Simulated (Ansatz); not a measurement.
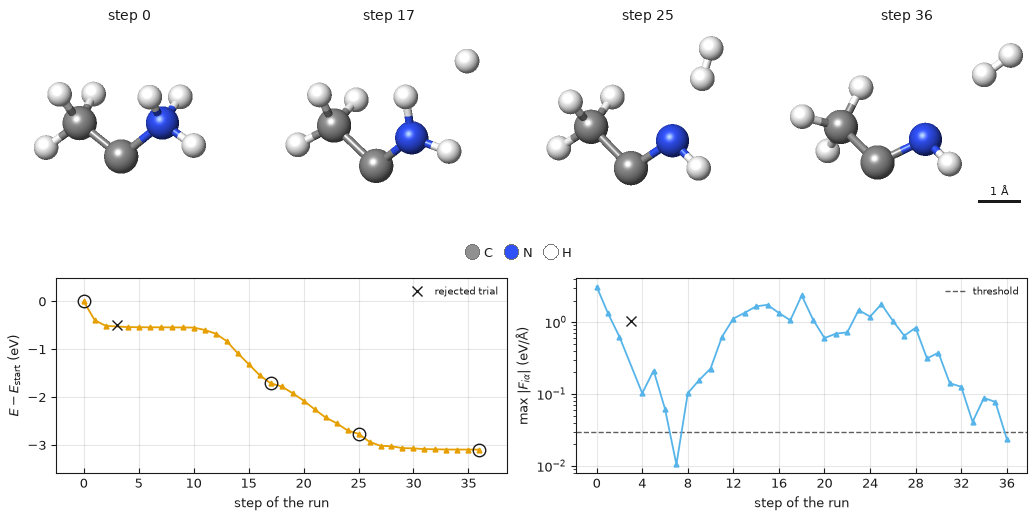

Frames of a relaxation of C₂H₆N (charge −1), marked on the history of the run. The picture is a ball-and-stick view, seen at a tilt.

It is one of the separated reactants of a reaction.

Computed with Ansatz 0.2.0, RKS PBE-D4/def2-SVPD. Set-up: force threshold 0.03 eV/Å; at most 250 steps.

Q: What happens along the run?

A: The atom that moves furthest after the best rigid fit is an H atom (1.78 Å). By element the largest moves are H 1.78 Å, C 0.64 Å, N 0.53 Å. Near-neighbour distances that change, for instance: H–N 1.020 → 2.925 Å, H–N 1.020 → 2.141 Å, H–H 1.593 → 0.801 Å, C–C 1.402 → 1.532 Å. New bonds form: H–H (1.59 → 0.80 Å). Bonds break: H–N (1.02 → 2.14 Å), H–N (1.02 → 2.92 Å). Bond angles that change, for instance: H–C–H 102.7° → 109.0°, C–C–H 114.8° → 109.8°, H–C–H 105.9° → 109.0°. Groups turn about C–C by about 60°. Over 35 accepted moves (36 points after the start) the energy falls by 3.096 eV. Largest force component: 3.1 eV/Å at the start, 0.024 eV/Å at the end. The line search rejected the trial step at point 3 of the run. The forces were under the threshold at step 7, but the run went on from there. Cost: 62 s on 2 threads of Arm Neoverse V1, on a shared host. From step 0 to 17: an H atom moves most (1.14 Å), energy −1.710 eV. From step 17 to 25: an H atom moves most (1.34 Å), energy −1.056 eV. From step 25 to 36: H atoms move most (0.88 Å), energy −0.330 eV.
